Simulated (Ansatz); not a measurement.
## Fields on a plane of MoS2 (2H-MoS2 type, space group P6_3/mmc)

```yaml
crystal:
  lattice:
    - [3.17300, 0.00000, 0.00000]
    - [-1.58650, 2.74790, 0.00000]
    - [0.00000, 0.00000, 12.43657]
  atoms:
    - { symbol: Mo, position: [0.33333, 0.66667, 0.25000] }
    - { symbol: Mo, position: [0.66667, 0.33333, 0.75000] }
    - { symbol: S, position: [0.33333, 0.66667, 0.62491] }
    - { symbol: S, position: [0.66667, 0.33333, 0.12491] }
    - { symbol: S, position: [0.66667, 0.33333, 0.37509] }
    - { symbol: S, position: [0.33333, 0.66667, 0.87509] }
```

The slice is a (0001) plane (indices of the conventional cell) through the point (0.667, 0.333, 0.750) (fractional), spanned by u = [110] and v = [1 -1 0] in vectors of this cell: u (3.17 Å) and v (5.50 Å, at 90° to u). It covers one period; positions are fractions (u, v).

Atoms on it: Mo at (0.00, 0.00); Mo at (0.50, 0.50).

Level of theory: r2SCAN+rVV10 (plane waves to 500 eV, PAW, scalar-relativistic; Ansatz, an electronic-structure program). k mesh 12×12×3. These are valence fields of a PAW run, semicore shells included where kept as valence: close to a nucleus they are smooth pseudo fields. MoS2 is run without spin polarisation. MoS2 was relaxed with its symmetry unable to fall.

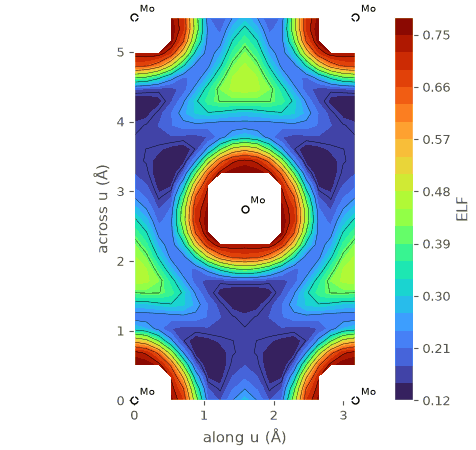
Figure. Electron localisation function (ELF), one period of the plane, atoms marked. Points within 0.5 Å of a nucleus are left white, as the pseudised field means little there.

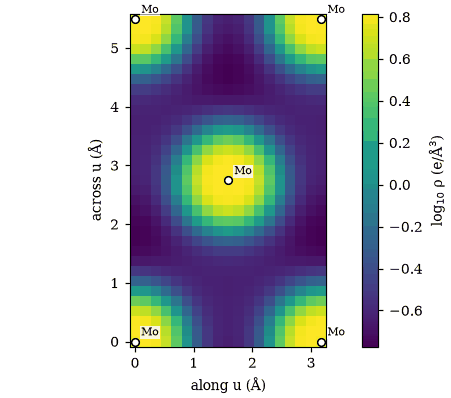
Fig. 1. Log₁₀ of the valence density in e/Å³, one period of the plane, atoms marked. The scale is logarithmic, as a density can span decades between atoms and voids.
